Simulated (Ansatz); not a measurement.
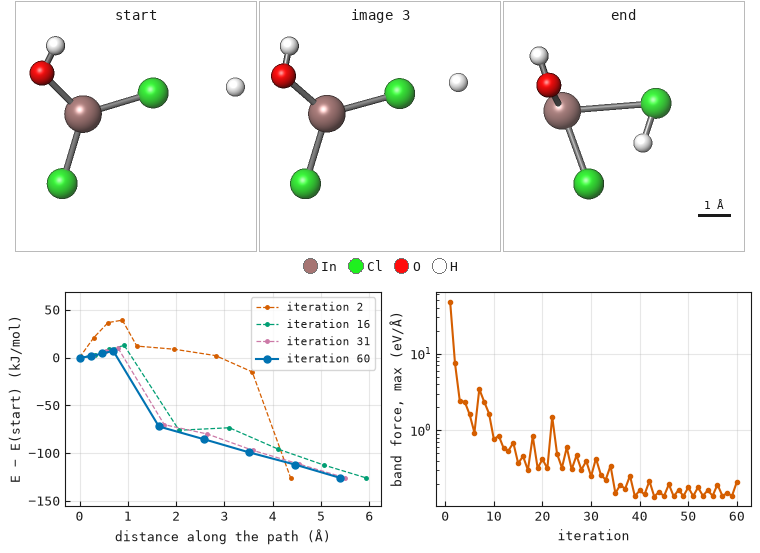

A search for the minimum-energy path of InH₂OCl₂ (multiplicity 2), made up at the start of InHOCl2 and H by the nudged elastic band. Images are numbered from 0 (start) to 8 (end). The plot follows the band through its iterations. Style: ball-and-stick. Shown at a tilt.

These are results of UKS r2SCAN-D4/def2-SVP (Ansatz), not measurements. Settings: 7 movable images; climbing image from the first iteration; force threshold 0.03 eV/Å; iteration limit 60; optimiser L-BFGS; starting path through a guess of the saddle point.

Did the band converge, and can the barrier be trusted?

The result isn't final. The band hadn't converged when the run stopped after 60 iterations. The largest component of the band force went from 48 to 0.21 eV/Å. The barrier read from it is provisional, though the highest image hardly moved in the last two iterations. The first iteration put the highest image at 982.0 kJ/mol. The energy climbs by 6.9 kJ/mol to image 3 and then falls by 132.9 kJ/mol, so the end point sits at −126.0 kJ/mol.

Limits of the set-up: the start holds two separate molecules, 2.6 Å apart at their closest, whose relative position is a soft coordinate.
